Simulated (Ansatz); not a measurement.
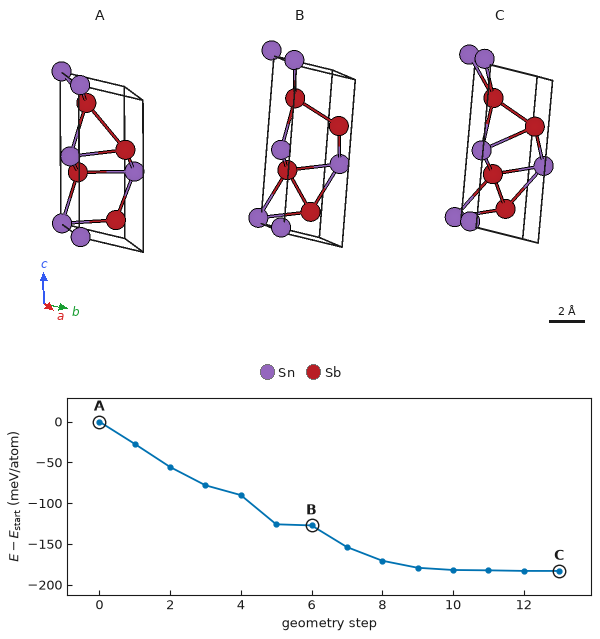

Frames of a relaxation of a crystal of SnSb2 (built on the fluorite_225 type) (coarse preliminary run), marked on the history of the run. Style: ball-and-stick. Shown: the cell of the calculation, reduced to other axes, slightly off an axis. Lengths and directions refer to the drawn axes.

Level of theory: DFT PBE, scalar-relativistic, plane waves, PAW (Ansatz).

Input
```yaml
crystal:
  lattice:
    - [-0.0603177352, -3.6076015249, -3.6285399982]
    - [-3.7131016005, 0.0615996114, -3.7504573449]
    - [3.5164458538, 3.7766978181, -7.3658585545]
  atoms:
    - { symbol: Sn, position: [0.5294414461, 0.5107032876, 0.4884867749] }
    - { symbol: Sn, position: [0.9760786562, 1.0192568805, 0.0019190412] }
    - { symbol: Sb, position: [0.6081992069, 0.6261968449, 0.1297406463] }
    - { symbol: Sb, position: [0.1264625146, 0.1180198313, 0.6391169161] }
    - { symbol: Sb, position: [0.8763439239, 0.8675121142, 0.3701658452] }
    - { symbol: Sb, position: [0.3834742522, 0.3583110415, 0.8705707762] }
basis:
  ecutwfc: 420
kpoints:
  mp_grid: { grid: [6, 6, 6] }
hamiltonian:
  xc: pbe
scf:
  occupations: { method: gaussian, width: 0.1 }
output:
  forces: true
  stress: true
  eigenvalues: true
relax:
  adjacent_minimum: "off"
  f_tol: 0.015
  max_steps: 120
  cell: { stress_tol: 0.15 }
```

Run as
```bash
ansatz run input.yaml --threads 1 --pin off --max-ram 2560MiB --backend cpu --events-out ev --progress --plain --runs-dir out
```

Q: What happens along the run?

A: The run was cut off at its time limit before the relaxation converged, so the last structure is only a point on the way. Over 13 geometry steps the energy falls by 183 meV per atom. Largest force component: 0.35 eV/Å at the start, 0.024 eV/Å at the end. The pressure goes from −0.37 to −0.11 GPa. The atom that moves furthest relative to the cell is Sb5 (0.99 Å roughly along [2 1 0]). Largest moves by element: Sb 0.99 Å, Sn 0.66 Å. The volume changes by −1.8 %, with a 5.117 → 4.800 Å (−6.2 %), b 5.179 → 5.128 Å (−1.0 %), c 8.896 → 9.690 Å (+8.9 %), α 105.5° → 105.1°, β 90.9° → 79.6°, γ 118.3° → 122.7°. Among the contacts that change: Sn1–Sb3 3.039 → 3.694 Å, Sb4–Sb6 3.627 → 3.038 Å, Sb4–Sb6 (another image) 3.540 → 2.955 Å, Sn2–Sb5 3.111 → 3.694 Å. Among the angles between lasting bonds that change: Sb5–Sn1–Sb5 114.1° → 102.9°, Sn1–Sb5–Sn1 114.1° → 102.9°, Sb5–Sn1–Sb5 111.7° → 103.5°. Within 0.06 Å the space group is P1 at the start and C2/m at the end; at a tighter tolerance small leftover displacements or strains of the cell lower it. Cost: 22 min on 1 thread of Intel(R) Xeon(R) Platinum 8488C (Sapphire Rapids) (shared host), peak memory 1.2 GiB. From step 0 to 6: Sb6 moves most (0.73 Å), volume +1.6 %, energy −127 meV per atom. From step 6 to 13: Sb atoms move most (0.58 Å), volume −3.3 %, energy −55.8 meV per atom.
